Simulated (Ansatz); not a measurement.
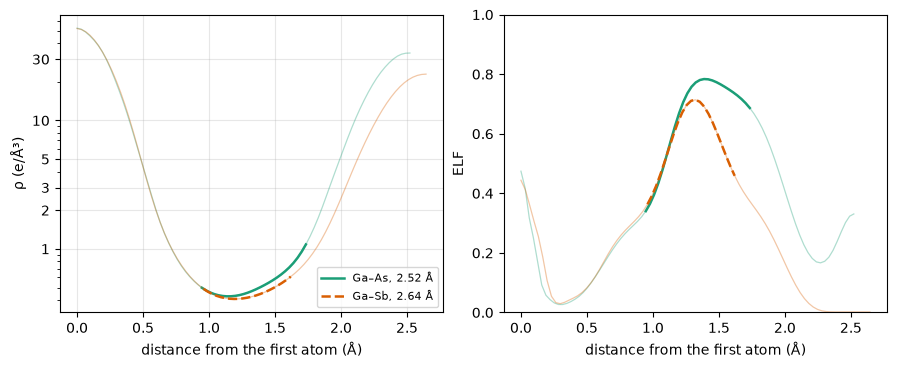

Ga5Sb2As3. Valence pseudo-density and ELF along straight lines between neighbouring atoms. Thin, pale parts lie inside the atomic spheres.

Space group I-4m2; a structure generated by program, which may or may not match a known phase.

Method: DFT PBE, scalar-relativistic, plane waves, PAW in Ansatz 0.2.0.

The density is the valence pseudo-density of a PAW calculation; it isn't the true density close to the nuclei.

**Compare the contacts.**

Ga–As (2.52 Å): the density is about 0.44 e/Å³ at the midpoint; the ELF peaks at about 0.80 between the atoms.
Ga–Sb (2.64 Å): ρ at the midpoint is about 0.42 e/Å³; the ELF peaks at about 0.70 between the atoms.
